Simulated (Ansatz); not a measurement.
The calculation's input:

```
crystal:
  periodic: [false, false, false]
  atoms:
    - {symbol: Si, position_ang: [-0.330930, -0.676192, 0.088766]}
    - {symbol: H, position_ang: [1.153101, -0.365947, 0.794848]}
    - {symbol: H, position_ang: [-0.088901, -1.597531, -1.039534]}
    - {symbol: H, position_ang: [-0.473515, -1.585255, 1.274052]}
    - {symbol: N, position_ang: [-1.678667, 0.305809, 0.352844]}
    - {symbol: H, position_ang: [1.328461, 0.933173, -0.996925]}
    - {symbol: F, position_ang: [0.221145, 0.714391, -1.176100]}
    - {symbol: H, position_ang: [1.747150, 0.143367, 0.281998]}
    - {symbol: F, position_ang: [2.339662, 0.891226, -0.498278]}
    - {symbol: H, position_ang: [-2.301294, 0.128848, 1.120445]}
    - {symbol: H, position_ang: [-1.916313, 1.108212, -0.202016]}
basis:
  gaussian: {orbitals: def2-TZVPP}
hamiltonian: {xc: pbe0, dispersion: d4}
output: {orbitals: {seedname: orbitals}}
```

Launched as:

```sh
ansatz run in.yaml --threads 4 --pin off --events-out ev --progress --plain --max-ram 9574MiB
```

A transition-state structure; geometry: PBE0-D4/def2-TZVP.

Theory: RKS PBE0-D4/def2-TZVPP (Ansatz 0.2.0).

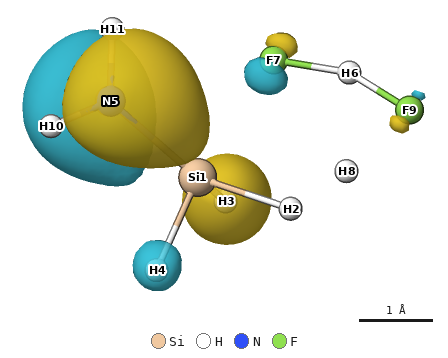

H5NSi···F2H···H. The HOMO at ±0.15 Å⁻³ᐟ² (yellow and cyan are the two phases), seen across its widest extent.

Q: Describe this orbital and give its energy.

A: It lies mainly on N5 (about 60 %), Si1 (about 15 %) and H3 (about 5 %). Its energy is −8.07 eV.
